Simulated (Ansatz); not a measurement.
**Ge: response to strain**

Start from Ge in the diamond structure (space group Fd-3m, No. 227; a = 5.676 Å). Axes: x, y, z lie along the cube axes.

Strains are applied to the cell and any free atomic positions relax; under biaxial strain the out-of-plane vector relaxes too.

All numbers come from PBEsol (Ansatz, a quantum-chemistry and plane-wave program; PAW; 420 eV plane waves; no spin-orbit coupling).

Notes on the quantities. energy relative to the base: free energy F.

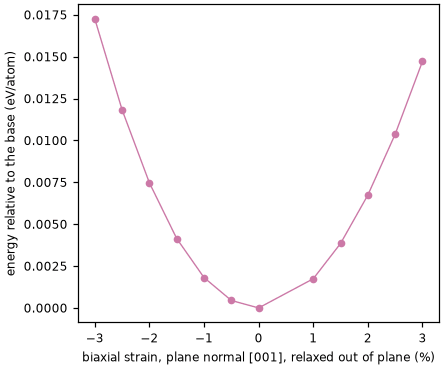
*Energy relative to the base against biaxial strain, plane normal [001], relaxed out of plane*

### Question
From the plot, what is the energy relative to the base for biaxial strain +2.50 %, plane normal [001], relaxed out of plane?

### Answer
About 0.010 eV/atom.

### Question
Is the trend monotonic over the range shown?

### Answer
No, it turns within the range, spanning 0 meV/atom to +17 meV/atom.

Stability against distortions was not tested.
